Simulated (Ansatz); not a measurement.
Re, as given below.

```cif
data_structure
_symmetry_space_group_name_H-M 'P6_3/mmc'
_symmetry_Int_Tables_number 194
_cell_length_a 2.7735
_cell_length_b 2.7735
_cell_length_c 4.4842
_cell_angle_alpha 90.000
_cell_angle_beta 90.000
_cell_angle_gamma 120.000
_cell_volume 29.87
loop_
_atom_site_label
_atom_site_type_symbol
_atom_site_symmetry_multiplicity
_atom_site_Wyckoff_symbol
_atom_site_fract_x
_atom_site_fract_y
_atom_site_fract_z
_atom_site_occupancy
Re1 Re 2 d 0.33333 0.66667 0.75000 1
```

Basis of the simulation: the geometry relaxed with DFT, PAW plane waves, pbe (Ansatz 0.2.0); the starting structure was generated, so it need not be a known form of this composition.

Question: Predict the first 5 clear peaks of the neutron G(r) with σ = 0.12 Å, and name the atom pairs.

Answer: 1. 2.76 Å: Re–Re at 2.76–2.77 Å
2. 3.91 Å: Re–Re at 3.91 Å
3. 4.79 Å: Re–Re at 4.79–4.80 Å
4. 5.28 Å: Re–Re at 5.27–5.55 Å
5. 6.19 Å: Re–Re at 6.19 Å

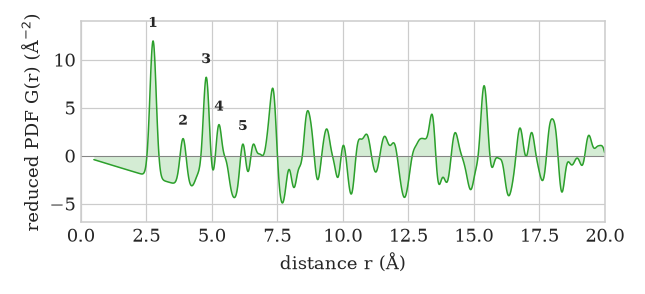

The curve is a calculated neutron PDF: distances of the static structure, each pair weighted by the product of the tabulated coherent neutron scattering lengths (natural isotope mix where the element has one), broadened by Gaussians with σ = 0.12 Å, damped by exp(−(Q_damp r)²/2) with Q_damp = 0.060 Å⁻¹.
